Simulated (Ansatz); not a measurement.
The end point of a relaxation of MgSe. These are r2SCAN (plane waves to 500 eV, PAW, scalar-relativistic; Ansatz, an electronic-structure program) values and carry that method's errors.

F-43m (No. 216), cF8, zinc blende type; a = b = c = 5.947 Å, α = β = γ = 90.00°.

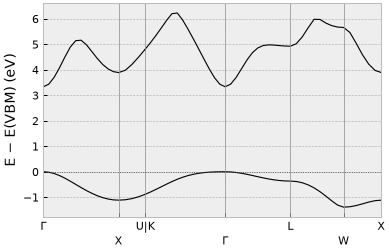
Figure. Highest filled and lowest empty band along the path of this cell's Brillouin zone

Task: Read off the gap and say whether it is direct.

Result: 3.33 eV, direct at Γ (no spin-orbit coupling).

Task: How far does the top valence band disperse along this path?

Result: About 1.4 eV.

No spin polarisation in the result.

The run could not lose the symmetry of its start; a randomly shaken copy of 4 atoms returns to this structure.

All atoms sit on sites fixed by symmetry, so only the cell could relax.

The first start was generated by placing the elements on the sites of a structure type. Materials Project lists a structure of MgSe in the same space group, F-43m (No. 216); the sites were not compared with it, nor with measured phases. Known forms of MgSe include space group No. 225.
